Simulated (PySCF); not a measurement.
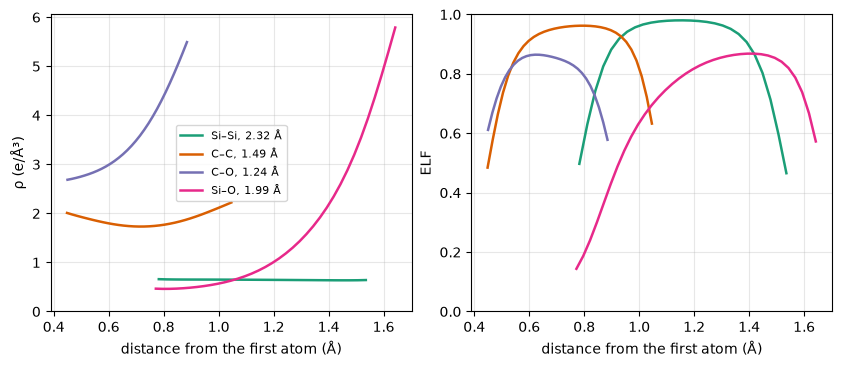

The picture shows: C2H12O2Si4. Total electron density and ELF along straight lines between neighbouring atoms. The curves leave out the atomic cores.

Geometry: GFN2-xTB.

Theory: PySCF 2.14.0, BP86/pcSseg-1, SCF density, gas phase, non-relativistic.

```xyz
20

C     2.3617   -1.4009    0.6439
C     1.2576   -0.3937    0.6654
O     1.0784    0.3869   -0.3074
O     0.4643   -0.2928    1.6151
Si   -0.4907    1.2718    0.5405
Si    0.2336    3.2665   -0.4065
Si   -2.0562   -0.1426   -0.4191
Si   -1.4250   -2.3607   -0.6612
H     1.9833   -2.3115    0.1798
H     3.1949   -1.0287    0.0538
H     2.6760   -1.6313    1.6582
H    -0.8782    1.6385    1.9291
H    -0.8927    4.2057   -0.3454
H     1.3679    3.9372    0.2463
H     0.6055    3.1650   -1.8206
H    -3.3198   -0.0346    0.3323
H    -2.4207    0.4266   -1.7319
H    -1.0188   -2.9739    0.6080
H    -0.2649   -2.4905   -1.5553
H    -2.4561   -3.2369   -1.2250
```

**Compare the contacts.**

Si–Si (2.32 Å): ρ at the midpoint is about 0.65 e/Å³; the ELF peaks at about 1 between the atoms; localised, covalent bonding.
C–C (1.49 Å): the density is about 1.7 e/Å³ at the midpoint; the ELF peaks at about 0.95 between the atoms (a covalent bond).
C–O (1.24 Å): the density is about 3.1 e/Å³ at the midpoint; the ELF peaks at about 0.85 between the atoms; a polar covalent bond.
Si–O (1.99 Å): ρ is about 0.56 e/Å³ halfway, with its minimum of 0.46 e/Å³ about 0.8 Å from Si; the ELF peaks at about 0.85 in the valence shell of O, 0.6 Å from its nucleus, and is about 0.65 at the midpoint.
